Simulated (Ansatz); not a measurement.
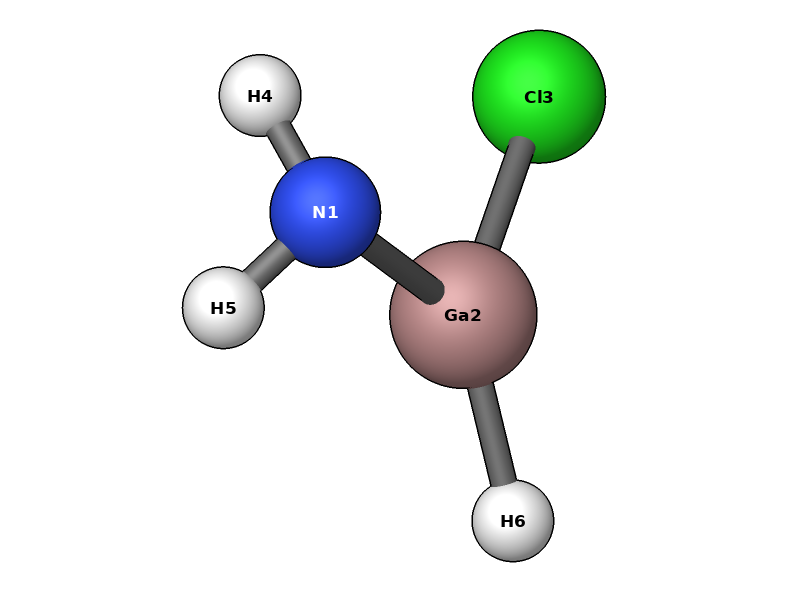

The questions are on Mulliken charges. Geometry: relaxed with PBE0-D4/def2-TZVP with one coordinate held away from its value at the minimum. Method: RKS PBE0-D4/def2-TZVP (Ansatz 0.2.0).

Give the Mulliken charges atom by atom.

| atom | value (e) |
| --- | --- |
| N1 | −0.74 |
| Ga2 | 0.56 |
| Cl3 | −0.26 |
| H4 | 0.24 |
| H5 | 0.23 |
| H6 | −0.03 |

Mulliken values depend strongly on the basis set and can even reverse the polarity of a bond.
